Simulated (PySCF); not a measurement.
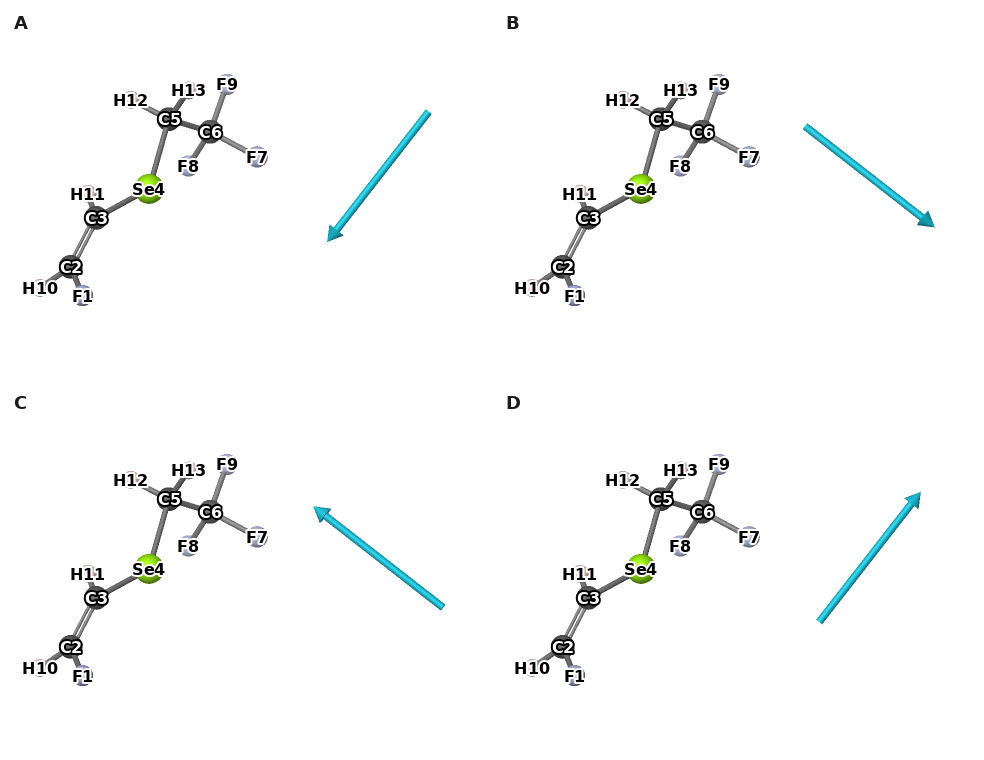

The same molecule four times, each with an arrow. Computed geometry: GFN2-xTB optimisation. No frequency run is at hand to confirm it as a minimum. Level of theory: B3LYP/def2-SVPD, gas phase (PySCF 2.14.0).

### Which arrow points along the dipole moment, from the negative to the positive end?

C. The dipole moment is 2.32 D; it points from the side of F7 to the side of H12 (the outermost atoms at the two ends).

The geometry is semi-empirical. Around Se such bond lengths and angles can be off by a tenth of an ångström or more and by several degrees, and values that hang on the shape move with them.
